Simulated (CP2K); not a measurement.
Consider 5-hydroxypyrimidine at its PBE geometry (Å).

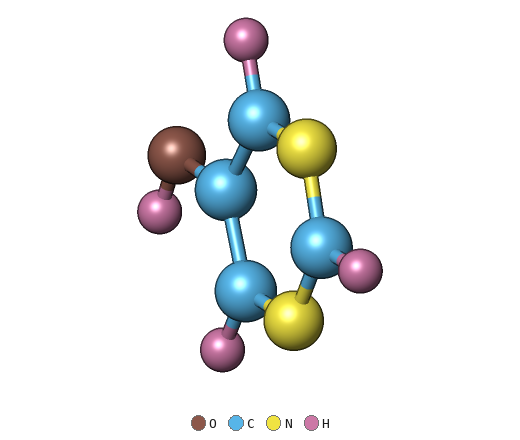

The molecule (oxygen brown, carbon blue, nitrogen yellow, hydrogen pink).

```xyz
11

O    -2.2023    0.3217    0.1076
C    -0.8441    0.1388    0.0419
C    -0.0105    1.2471    0.2365
N     1.3229    1.1406    0.1986
C     1.8209   -0.0843   -0.0427
N     1.1189   -1.2089   -0.2505
C    -0.2172   -1.0885   -0.2073
H    -2.6479   -0.5277   -0.0644
H    -0.4428    2.2327    0.4273
H     2.9084   -0.1735   -0.0725
H    -0.8064   -1.9980   -0.3745
```

Method: CP2K XAS_TDP, all-electron GAPW, PBEh(45%), aug-cc-pVDZ, TDA, GW2X-corrected core level, no relativity.

Question: Where do the O K-edge lines lie, and how strong are they?

Leading lines: O1 536.32 eV. The leading line of an atom is its first one with 35 % of the strongest within 2.5 eV of its lowest line over the strength cut. Core ionisation energies at this level: O1 540.01 eV.

The first six lines of each atom with a strength over 0.0015:

```
                  atom  energy (eV)  states  strength, one atom  above the computed threshold
O1 (bonded to C and H)       536.32       1              0.0192                              
                             536.95       1              0.0086                              
                             538.73       1              0.0169                              
                             538.82       1              0.0096                              
                             539.38       1              0.0117                              
                             539.55       1              0.0036
```

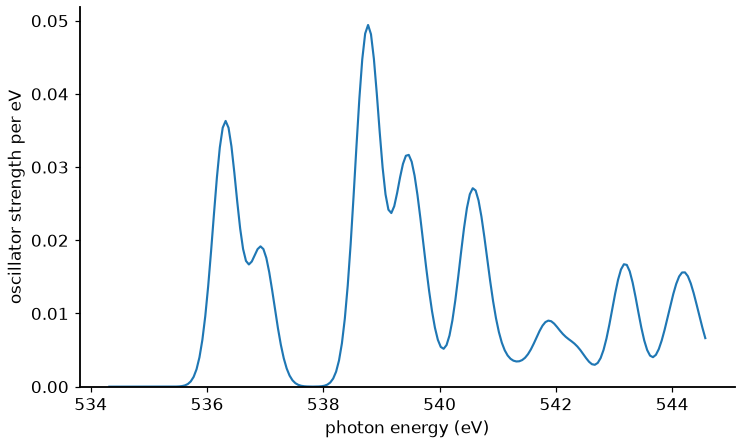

All atoms added, broadened by 0.5 eV.

Lines are vertical, at one geometry, with no vibrational structure. GW2X ionisation energies and lines can be off by 1 to 2 eV either way, and a good line position may hide errors that cancel. These values hold no scalar relativity, about 0.4 eV for O 1s. Rydberg lines, and the discretised continuum above threshold, depend on the basis and the box.

[Banner, clock and machine lines of the logs are left out without a mark of their own.]

[Logs are printed without paths, hosts, clocks, repeated set-up lines and the standing remarks that a program may print on its own settings, such as how far it seeks lower states.]

[Hosts, paths, dates, database ids (printed as entryN), source tags and the programs' standing remarks are cut or masked in the printed files.]
